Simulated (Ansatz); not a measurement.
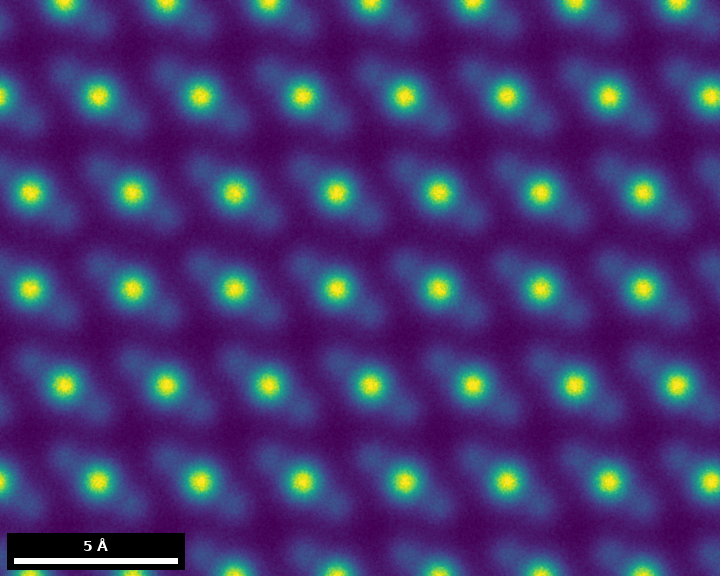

Integrated-DPC-like image of HfO$_{2}$ (Fm-3m, No. 225) along [110]. Simulated as the projected potential of neutral atoms (B = 0.3 Å²) blurred by a 0.69 Å probe, the thin-sample limit of integrated differential phase contrast. Shot noise was added.

One planar defect was built into the perfect crystal by geometry alone, without relaxation. Host structure: the geometry relaxed with Ansatz, DFT PBE, scalar-relativistic, plane waves, PAW; the starting structure was generated, so it need not be a known form of this composition.

Find the planar defect and say what kind it is.

Answer. A planar fault (a stacking fault or antiphase boundary) runs horizontally about 7 Å below the top edge. The part above it is shifted along the boundary by 1/3 of the 3.12 Å repeat of the rows (1.0 Å to the right, the same as 2.1 Å to the left); both parts keep the same orientation.
